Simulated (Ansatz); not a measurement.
Profile along the N–Zr line in ZrN (rock salt)

ZrN (rock salt), conventional cell a = 4.5528 Å, b = 4.5528 Å, c = 4.5528 Å, α = 90.00°, β = 90.00°, γ = 90.00°. The calculation uses the primitive cell of 2 atoms, to which meshes and values per cell refer.

Fields along a shortest N–Zr line of a {100} plane (2.28 Å), from N to Zr, interpolated on the slice's grid (step about 0.1 Å). Level of theory: PBEsol (plane waves to 420 eV, PAW, scalar-relativistic; Ansatz, a program for electronic structure). k mesh 18×18×18. Inside the PAW spheres the values are not all-electron values, and peaks at nuclei hang on which shells count as valence. The PAW data are Ansatz's earlier set. ZrN is run without spin polarisation. ZrN was relaxed with its symmetry unable to fall.

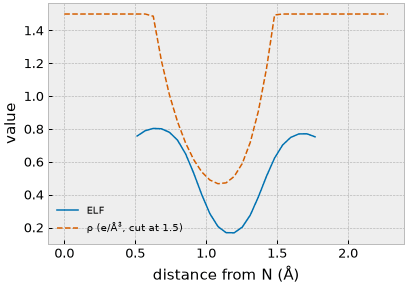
ELF (away from the nuclei) and valence density from N to Zr.

Density on the N–Zr line (2.28 Å) at its density minimum, 1.1 Å from N: 0.47 e/Å³. ELF at that point: 0.2.
